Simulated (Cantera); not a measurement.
A closed system holds: 1 mol SiH2Cl2, 0.4 mol Cl2, 4.3 mol N2, 0.017 mol HF, at 52.0 mbar.

These are equilibrium values from Cantera (NASA tables, ideal gas, pure condensed phases), not measurements of a reactor. Candidate condensed phases: NH4Cl, Si, Si3N4; 49 gas species. N2 is the only nitrogen source here; it is nearly inert below about 1500 K, so the nitride shown seldom forms there in practice. The tables' values for SiCl3, SiF3, SiF2 are old estimates; treat these amounts as uncertain. Equilibrium is a limit: real reactors are often held back by kinetics, nucleation or transport.

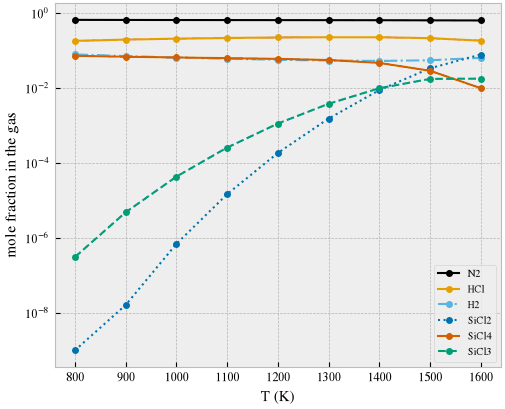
*Equilibrium gas composition (values under 1e-9 drawn at 1e-9)*

Task: Read off the mole fractions at 800 K.

Result: N2 about 0.66, HCl about 0.18, H2 about 0.079, SiCl4 about 0.073, SiCl3 about 3.1e-7.
